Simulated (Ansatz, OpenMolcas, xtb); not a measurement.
**BCl (SMILES [B]Cl): the electronic atomisation energy, rung by rung**

The species is BCl (2 atoms), meant as a singlet with charge 0. As SMILES, `[B]Cl`. Geometry: relaxed at PBE0-D4/def2-TZVP.

```
atom   x (Å)   y (Å)    z (Å)
   B  0.0000  0.0000  -0.0697
  Cl  0.0000  0.0000   1.6482
```

Quantity: the electronic atomisation energy, in eV. The values are calculated. Electronic energies at fixed atoms, without zero-point motion or spin-orbit coupling.

```csv
level,kind,program,value (eV),less CCSD(T)/def2-TZVPPD
GFN0-xTB,semi-empirical,xtb,6.95,+1.79
HF/def2-TZVPPD,Hartree–Fock,OpenMolcas,3.79,-1.37
SVWN5/def2-TZVPPD,LDA,OpenMolcas,6.22,+1.06
BLYP/def2-TZVPPD,GGA,OpenMolcas,5.22,+0.06
M06-L/def2-TZVPPD,meta-GGA,OpenMolcas,5.46,+0.30
B3LYP/def2-TZVPPD,global hybrid,OpenMolcas,5.16,0.00
"CCSD(T)/def2-TZVPPD, open shells restricted",coupled cluster or CI,OpenMolcas,5.16,0.00
FCI/STO-3G,exact in the basis,Ansatz,5.03,-0.13
```

Differences are taken from CCSD(T)/def2-TZVPPD, open shells restricted for orientation; it has basis-set and higher-order errors of its own. The values span 3.79 to 6.95 eV. The xTB rows lack spin polarisation, so open shells miss the exchange term that lowers them. High-level rows in very small sets aren't better than simpler rows in larger ones.

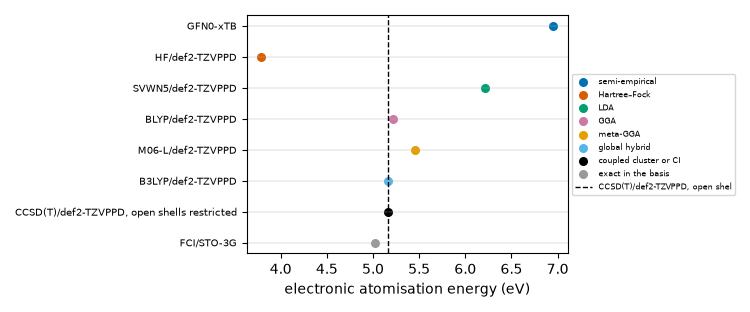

The values of the table, level by level.
